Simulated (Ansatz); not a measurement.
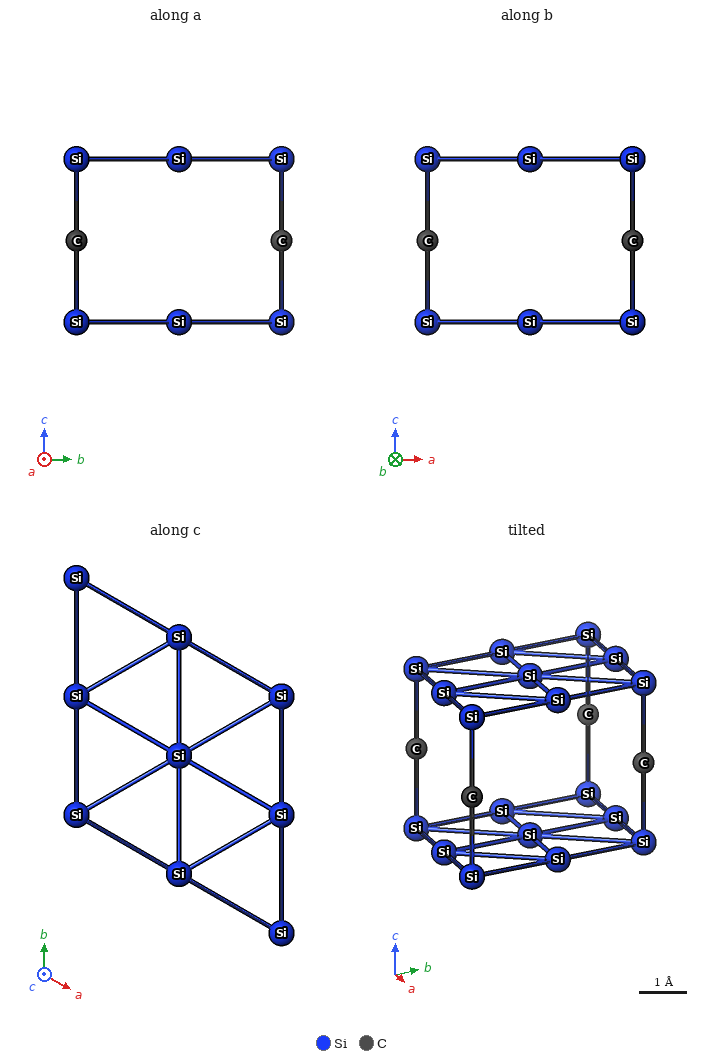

The image is a ball-and-stick drawing of a crystal, viewed along the a axis, along the b axis, along the c axis and slightly off an axis. The lines enclose the conventional unit cell; boundary atoms appear with their images.

Lattice parameters: a = 5.146 Å, b = 5.146 Å, c = 3.543 Å, α = 90.00°, β = 90.00°, γ = 120.00°.

### Put the structure into a table of Wyckoff sites.

Space group P6/mmm (No. 191).
| atom | site | x | y | z |
| --- | --- | --- | --- | --- |
| Si | 1a | 0.0000 | 0.0000 | 0.0000 |
| Si | 3f | 0.5000 | 0.0000 | 0.0000 |
| C | 1b | 0.0000 | 0.0000 | 0.5000 |

The structure comes from a random cell made by a generator, so it need not be a real form of the compound. The structure drawn was relaxed with Ansatz, DFT PBE, scalar-relativistic, plane waves, PAW.
